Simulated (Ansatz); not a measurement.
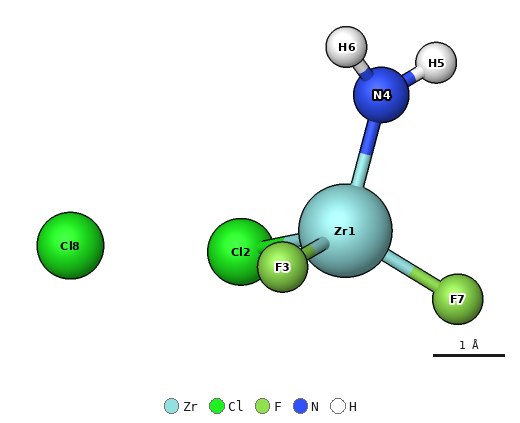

Figure 1. The input geometry (ball-and-stick view, seen at a tilt; atoms are numbered from 1 in the order of the input). Sticks mark near contacts. Bond lengths as drawn: Cl–Zr 2.40 Å, F–Zr 1.90 Å, H–N 1.01 Å and N–Zr 2.01 Å.

Nudged elastic band, with input and output: ZrNH₂Cl₂F₂ (part 1 of 2)

- system: ZrNH₂Cl₂F₂, multiplicity 2
- method: UHF/def2-SVP (Ansatz 0.2.0)

It belongs to a series of runs on one base structure; here: band between the two ends. Figures and captions count atoms from 1; the log counts them from 0 in places.

**What the program printed**
```
Engine: ansatz 0.2.0, aarch64-unknown-linux-gnu
Functional definition: HF
  exchange = exact_x
  correlation = 0
1238 factors; integrals over basis functions are off by at most 4.4e-4 eV
mean field evaluation 1: about -33185.8852 eV, gradient 3.9e1 eV
mean field evaluation 2: about -33185.8886 eV, gradient 3.9e1 eV
mean field evaluation 4: about -33192.1070 eV, gradient 2.1e0 eV
mean field evaluation 8: about -33192.1476 eV, gradient 4.8e-3 eV
mean field evaluation 16: about -33192.1476 eV, gradient 6.1e-6 eV
mean field evaluation 32: about -33192.1299 eV, gradient 4.0e-2 eV
mean field evaluation 64: about -33192.1294 eV, gradient 4.0e-2 eV
mean field evaluation 96: about -33192.0038 eV, gradient 3.2e0 eV
mean field evaluation 128: about -33192.1474 eV, gradient 1.5e-1 eV
mean field -33192.14761017 eV, -1219.7889262281 hartree, gradient 3.7e-8 eV, S^2 0.755409; 3 other end points of the search recorded, 0 dependent functions left out
the calculation of the forces begins
reference -33192.14761017 eV, -1219.7889262281 hartree; 37, 36 occupied and 82, 83 virtual orbitals, 1238 factors
1236 factors; integrals over basis functions are off by at most 8.0e-4 eV
mean field evaluation 160: about -33184.7016 eV, gradient 7.8e0 eV
mean field evaluation 192: about -33187.1185 eV, gradient 3.3e0 eV
mean field -33188.79686426 eV, -1219.6657885872 hartree, gradient 1.2e-5 eV, S^2 0.756533; 1 other end points of the search recorded, 0 dependent functions left out
[... from here on the field's lines of each further geometry are left out, up to the last ...]
NEB iter   1: max|band force component| = 6.871e1 eV/Å  barrier→ = 22.2289 eV  barrier← = 18.8782 eV  Δτ_max = 0.2000 Å  (1660 SCF iters)
NEB iter   2: max|band force component| = 3.190e1 eV/Å  barrier→ = 11.1086 eV  barrier← = 7.7579 eV  Δτ_max = 0.1983 Å  (342 SCF iters)
NEB iter   3: max|band force component| = 1.602e1 eV/Å  barrier→ = 6.5443 eV  barrier← = 3.1936 eV  Δτ_max = 0.1930 Å  (407 SCF iters)
NEB iter   4: max|band force component| = 6.952e0 eV/Å  barrier→ = 4.3409 eV  barrier← = 0.9901 eV  Δτ_max = 0.2000 Å  (397 SCF iters)
NEB iter   5: max|band force component| = 2.433e0 eV/Å  barrier→ = 3.7377 eV  barrier← = 0.3869 eV  Δτ_max = 0.2000 Å  (391 SCF iters)
NEB iter   6: max|band force component| = 1.255e0 eV/Å  barrier→ = 3.4648 eV  barrier← = 0.1140 eV  Δτ_max = 0.2000 Å  (384 SCF iters)
NEB iter   7: max|band force component| = 7.172e-1 eV/Å  barrier→ = 3.4128 eV  barrier← = 0.0620 eV  Δτ_max = 0.1960 Å  (443 SCF iters)
NEB iter   8: max|band force component| = 2.467e-1 eV/Å  barrier→ = 3.3862 eV  barrier← = 0.0355 eV  CI = image 5  Δτ_max = 0.1134 Å  (381 SCF iters)
NEB iter   9: max|band force component| = 2.329e-1 eV/Å  barrier→ = 3.3867 eV  barrier← = 0.0359 eV  CI = image 5  Δτ_max = 0.1996 Å  (366 SCF iters)
NEB iter  10: max|band force component| = 3.484e-1 eV/Å  barrier→ = 3.3896 eV  barrier← = 0.0389 eV  CI = image 5  Δτ_max = 0.1001 Å  (388 SCF iters)
NEB iter  11: max|band force component| = 2.982e-1 eV/Å  barrier→ = 3.3937 eV  barrier← = 0.0430 eV  CI = image 5  Δτ_max = 0.1004 Å  (408 SCF iters)
NEB iter  12: max|band force component| = 1.838e-1 eV/Å  barrier→ = 3.3926 eV  barrier← = 0.0419 eV  CI = image 5  Δτ_max = 0.1005 Å  (458 SCF iters)
NEB iter  13: max|band force component| = 2.726e0 eV/Å  barrier→ = 3.5815 eV  barrier← = 0.2307 eV  CI = image 4  Δτ_max = 0.0502 Å  (453 SCF iters)
NEB iter  14: max|band force component| = 3.094e0 eV/Å  barrier→ = 3.5401 eV  barrier← = 0.1893 eV  CI = image 4  Δτ_max = 0.1016 Å  (415 SCF iters)
NEB iter  15: max|band force component| = 2.911e0 eV/Å  barrier→ = 3.4468 eV  barrier← = 0.0961 eV  CI = image 4  Δτ_max = 0.2000 Å  (432 SCF iters)
NEB iter  16: max|band force component| = 2.634e0 eV/Å  barrier→ = 3.3895 eV  barrier← = 0.0388 eV  CI = image 5  Δτ_max = 0.1996 Å  (427 SCF iters)
NEB iter  17: max|band force component| = 3.201e0 eV/Å  barrier→ = 3.4341 eV  barrier← = 0.0834 eV  CI = image 4  Δτ_max = 0.2000 Å  (425 SCF iters)
NEB iter  18: max|band force component| = 1.971e0 eV/Å  barrier→ = 3.3886 eV  barrier← = 0.0379 eV  CI = image 5  Δτ_max = 0.2000 Å  (405 SCF iters)
NEB iter  19: max|band force component| = 4.604e-1 eV/Å  barrier→ = 3.3924 eV  barrier← = 0.0416 eV  CI = image 5  Δτ_max = 0.1440 Å  (465 SCF iters)
NEB iter  20: max|band force component| = 2.662e0 eV/Å  barrier→ = 3.7445 eV  barrier← = 0.3938 eV  CI = image 4  Δτ_max = 0.1990 Å  (434 SCF iters)
NEB iter  21: max|band force component| = 9.808e-1 eV/Å  barrier→ = 3.9640 eV  barrier← = 0.6133 eV  CI = image 4  Δτ_max = 0.2000 Å  (557 SCF iters)
NEB iter  22: max|band force component| = 7.642e-1 eV/Å  barrier→ = 3.8484 eV  barrier← = 0.4977 eV  CI = image 4  Δτ_max = 0.2000 Å  (482 SCF iters)
NEB iter  23: max|band force component| = 7.337e-1 eV/Å  barrier→ = 3.7945 eV  barrier← = 0.4438 eV  CI = image 4  Δτ_max = 0.2000 Å  (461 SCF iters)
NEB iter  24: max|band force component| = 9.522e-1 eV/Å  barrier→ = 3.7502 eV  barrier← = 0.3995 eV  CI = image 4  Δτ_max = 0.0964 Å  (444 SCF iters)
NEB iter  25: max|band force component| = 8.296e-1 eV/Å  barrier→ = 3.7086 eV  barrier← = 0.3578 eV  CI = image 4  Δτ_max = 0.1077 Å  (439 SCF iters)
NEB iter  26: max|band force component| = 8.311e-1 eV/Å  barrier→ = 3.6561 eV  barrier← = 0.3053 eV  CI = image 4  Δτ_max = 0.2000 Å  (404 SCF iters)
NEB iter  27: max|band force component| = 6.654e-1 eV/Å  barrier→ = 3.5667 eV  barrier← = 0.2160 eV  CI = image 4  Δτ_max = 0.1116 Å  (404 SCF iters)
NEB iter  28: max|band force component| = 1.025e0 eV/Å  barrier→ = 3.5659 eV  barrier← = 0.2151 eV  CI = image 4  Δτ_max = 0.2000 Å  (473 SCF iters)
NEB iter  29: max|band force component| = 8.361e-1 eV/Å  barrier→ = 3.4903 eV  barrier← = 0.1395 eV  CI = image 4  Δτ_max = 0.1993 Å  (425 SCF iters)
NEB iter  30: max|band force component| = 3.642e-1 eV/Å  barrier→ = 3.4749 eV  barrier← = 0.1242 eV  CI = image 4  Δτ_max = 0.1186 Å  (389 SCF iters)
NEB iter  31: max|band force component| = 2.363e-1 eV/Å  barrier→ = 3.4683 eV  barrier← = 0.1176 eV  CI = image 4  Δτ_max = 0.0995 Å  (427 SCF iters)
NEB iter  32: max|band force component| = 1.956e-1 eV/Å  barrier→ = 3.4682 eV  barrier← = 0.1175 eV  CI = image 4  Δτ_max = 0.0506 Å  (387 SCF iters)
NEB iter  33: max|band force component| = 1.864e-1 eV/Å  barrier→ = 3.4634 eV  barrier← = 0.1127 eV  CI = image 4  Δτ_max = 0.0801 Å  (403 SCF iters)
NEB iter  34: max|band force component| = 1.600e-1 eV/Å  barrier→ = 3.4576 eV  barrier← = 0.1068 eV  CI = image 4  Δτ_max = 0.0311 Å  (367 SCF iters)
NEB iter  35: max|band force component| = 1.027e-1 eV/Å  barrier→ = 3.4551 eV  barrier← = 0.1044 eV  CI = image 4  Δτ_max = 0.0256 Å  (398 SCF iters)
NEB iter  36: max|band force component| = 5.939e-2 eV/Å  barrier→ = 3.4542 eV  barrier← = 0.1034 eV  CI = image 4  Δτ_max = 0.0260 Å  (406 SCF iters)
NEB iter  37: max|band force component| = 9.512e-2 eV/Å  barrier→ = 3.4535 eV  barrier← = 0.1028 eV  CI = image 4  Δτ_max = 0.0501 Å  (401 SCF iters)
NEB iter  38: max|band force component| = 1.411e-1 eV/Å  barrier→ = 3.4532 eV  barrier← = 0.1024 eV  CI = image 4  Δτ_max = 0.0251 Å  (414 SCF iters)
NEB iter  39: max|band force component| = 1.026e-1 eV/Å  barrier→ = 3.4526 eV  barrier← = 0.1018 eV  CI = image 4  Δτ_max = 0.0211 Å  (373 SCF iters)
NEB iter  40: max|band force component| = 5.352e-2 eV/Å  barrier→ = 3.4523 eV  barrier← = 0.1016 eV  CI = image 4  Δτ_max = 0.0253 Å  (375 SCF iters)
NEB iter  41: max|band force component| = 5.494e-2 eV/Å  barrier→ = 3.4521 eV  barrier← = 0.1014 eV  CI = image 4  Δτ_max = 0.0079 Å  (394 SCF iters)
NEB iter  42: max|band force component| = 5.105e-2 eV/Å  barrier→ = 3.4520 eV  barrier← = 0.1012 eV  CI = image 4  Δτ_max = 0.0240 Å  (376 SCF iters)
the calculation of the forces begins
reference -33188.79151484 eV, -1219.6655919994 hartree; 37, 36 occupied and 82, 83 virtual orbitals, 1237 factors
1238 factors; integrals over basis functions are off by at most 9.9e-4 eV
mean field evaluation 4384: about -33185.9538 eV, gradient 9.7e0 eV
mean field evaluation 4416: about -33188.6864 eV, gradient 2.2e-1 eV
mean field -33188.69572098 eV, -1219.6620716399 hartree, gradient 8.5e-6 eV, S^2 0.779181; 2 other end points of the search recorded, 0 dependent functions left out
the calculation of the forces begins
reference -33188.69572098 eV, -1219.6620716399 hartree; 37, 36 occupied and 82, 83 virtual orbitals, 1238 factors
NEB iter  43: max|band force component| = 4.758e-2 eV/Å  barrier→ = 3.4519 eV  barrier← = 0.1011 eV  CI = image 4  Δτ_max = 0.0000 Å  (1515 SCF iters)
```

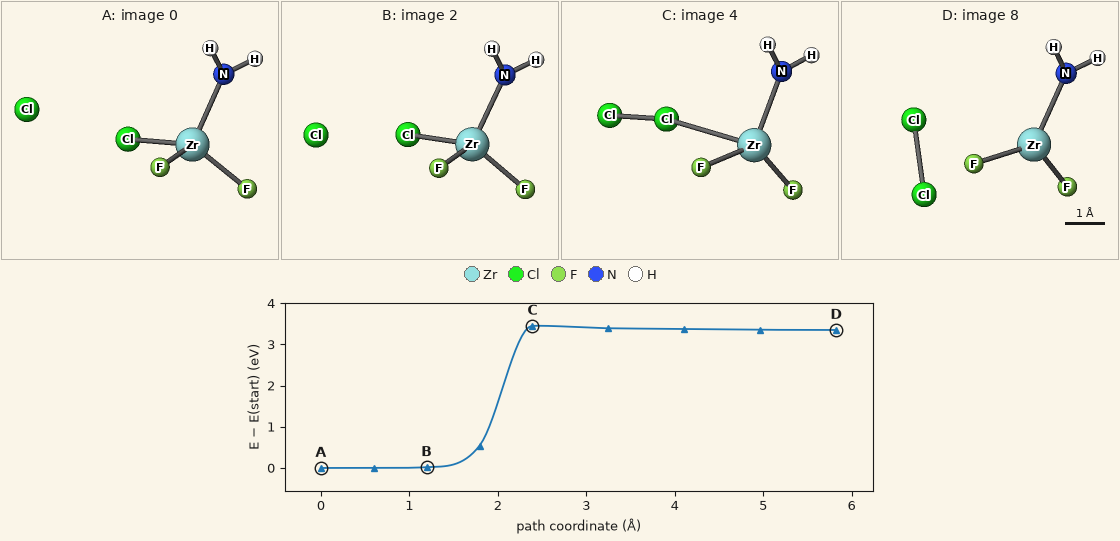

Figure 2. Images of the last band (counted from 0; ball-and-stick, seen at a tilt) above the energy along the path; the line is a cubic interpolation that uses the forces. The highest image is number 4, 3.452 eV above the start and 0.101 eV above the end (the climbing image); the end lies 3.351 eV above the start. The path is 5.83 Å long. The band converged in 43 iterations.

```
Total energy: -33188.69572098 eV, -1219.6620716399 hartree
Atom 0 at     0.009310    -0.008419    -0.426812 Å, force    -0.018446     0.024434     0.009233 eV/Å
Atom 1 at    -0.076118     0.106867     2.911328 Å, force    -0.005596     0.011256    -0.055388 eV/Å
Atom 2 at     1.934174     0.084089    -0.448066 Å, force     0.025127    -0.002200     0.002515 eV/Å
Atom 3 at    -0.990886     1.729773    -0.774625 Å, force     0.000528    -0.003970    -0.010523 eV/Å
Atom 4 at    -1.985794     1.835740    -0.887627 Å, force    -0.003892    -0.005680     0.004686 eV/Å
Atom 5 at    -0.577934     2.642848    -0.872191 Å, force     0.006284     0.008047     0.001016 eV/Å
Atom 6 at    -1.032986    -1.629163    -0.461320 Å, force    -0.009713    -0.021257     0.000559 eV/Å
Atom 7 at     0.032434    -0.101737     4.959714 Å, force     0.005708    -0.010630     0.047903 eV/Å
Dipole moment:    -0.257323     0.448343    -0.150047 e Å
this run last wrote the band of iteration 43 to [file]
```

**The last band as extended XYZ (Å, eV, eV/Å)**
```
8
Properties=species:S:1:pos:R:3:forces:R:3 image=0 energy=-33192.14761
Zr   -0.0140    0.0086   -0.1275   -0.0130   0.0157  -0.0008
Cl    0.0050   -0.1664    2.2655    0.0012  -0.0043  -0.0028
F     1.7805    0.1366   -0.7510    0.0113   0.0011  -0.0023
N    -0.9689    1.6772   -0.7198   -0.0143   0.0190   0.0070
H    -1.9547    1.7631   -0.9078    0.0044  -0.0232   0.0012
H    -0.5434    2.5795   -0.8583    0.0167  -0.0034  -0.0018
F    -0.9668   -1.4750   -0.8465   -0.0059  -0.0066  -0.0027
Cl   -0.0256    0.1363    5.9459   -0.0005   0.0018   0.0021
8
Properties=species:S:1:pos:R:3:forces:R:3 image=1 energy=-33192.14612
Zr   -0.0608    0.0588   -0.0945   -0.0020  -0.0007  -0.0028
Cl   -0.2003    0.0161    2.3004   -0.0011   0.0003   0.0049
F     1.7722    0.1525   -0.6030    0.0025  -0.0005   0.0020
N    -0.9693    1.6898   -0.8434   -0.0008   0.0002   0.0023
H    -1.9368    1.7526   -1.1161    0.0034   0.0006   0.0025
H    -0.5359    2.5852   -1.0004   -0.0021  -0.0005  -0.0001
F    -0.9703   -1.4606   -0.7958    0.0008  -0.0001   0.0031
Cl    0.2135   -0.1344    6.1533   -0.0007   0.0007  -0.0118
```
